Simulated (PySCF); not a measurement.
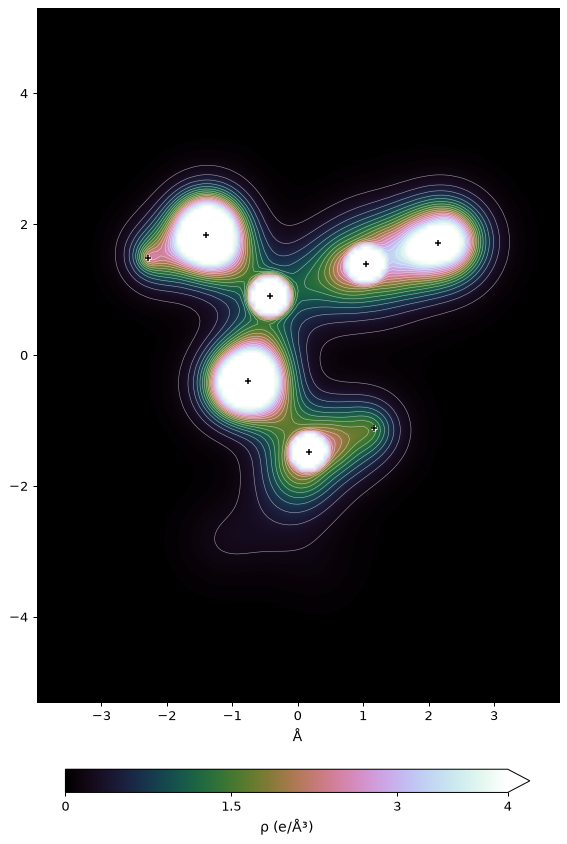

The electron density on a plane through atoms (crosses mark nuclei in the plane).

All numbers below come from PySCF 2.14.0, PBE0/pcSseg-1, SCF density, gas phase, non-relativistic.

Candidates:
A. C$_{6}$H$_{10}$BNO$_{2}$ (SMILES C[C@H](OB(O)C#N)C1CC1)
B. C$_{6}$H$_{12}$B$_{2}$O$_{2}$ (SMILES CCOC1=CCOBCB1)
C. C$_{6}$H$_{14}$SSi

Question: Which system is this?

Answer: Candidate A: C$_{6}$H$_{10}$BNO$_{2}$ on the plane of atoms O3, B4 and C6, which holds C, O, B, N and H. C–N (1.15 Å): ρ is about 3.6 e/Å³ halfway. B–O (1.35 Å): ρ at the midpoint is about 2.2 e/Å³.
